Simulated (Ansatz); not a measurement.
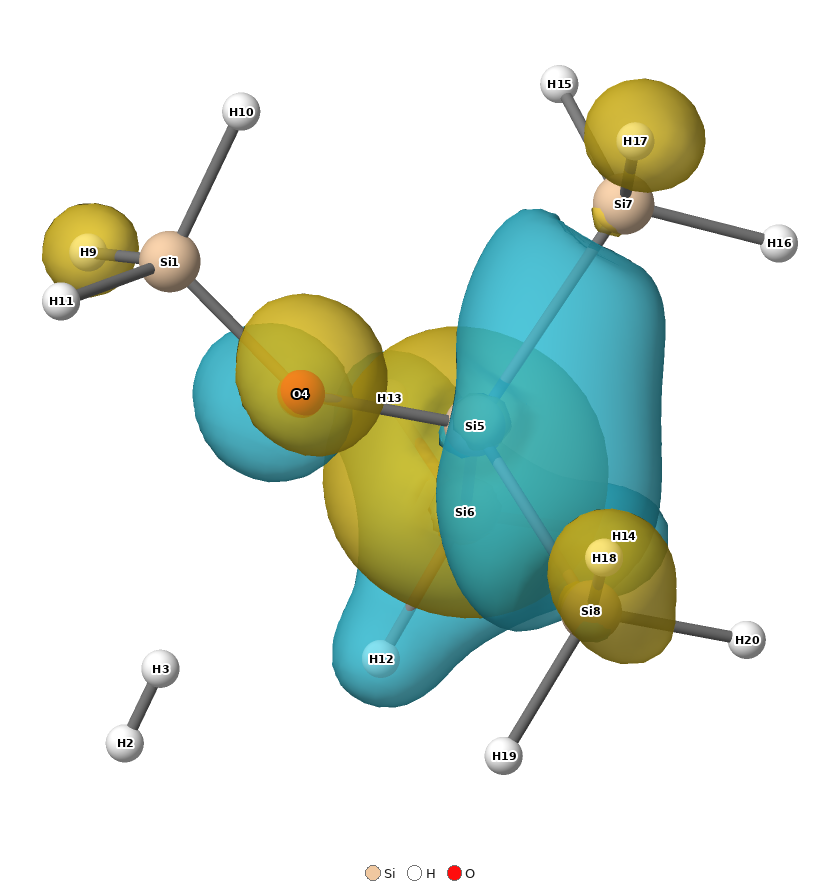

The picture shows: H12OSi5···H2. The HOMO at ±0.1 Å⁻³ᐟ² (yellow and cyan are the two phases), seen across its widest extent.

The product side of a reaction path; geometry: PBE0-D4/def2-TZVP.

Level of theory: RKS PBE0-D4/def2-TZVPP (Ansatz 0.2.0).

```xyz
20

Si   -2.3954   -1.3134    0.2879
H    -1.2977   -0.0240   -3.6336
H    -1.2150   -0.2847   -2.9387
O    -0.9485   -0.8005   -0.2841
Si    0.3885    0.0666    0.1660
Si    0.0537    2.3537   -0.2365
Si    0.8590   -0.2066    2.4511
Si    2.2275   -0.6818   -1.0766
H    -3.3832   -0.2037    0.2546
H    -2.2453   -1.7847    1.6912
H    -2.8640   -2.4269   -0.5707
H    -0.1648    2.6232   -1.6834
H    -1.1246    2.8538    0.5241
H     1.2626    3.0971    0.2140
H    -0.2494    0.3136    3.2982
H     2.0958    0.5616    2.7619
H     1.0839   -1.6379    2.7918
H     2.4990   -2.1204   -0.8090
H     1.9986   -0.4990   -2.5350
H     3.4193    0.1141   -0.6732
```

Q: Describe this orbital and give its energy.

A: By Hirshfeld shares it lies mainly on Si6 (about 30 %), Si5 (about 25 %), O4 (about 10 %), Si8 (about 10 %) and Si7 (about 5 %). Its energy is −7.57 eV.
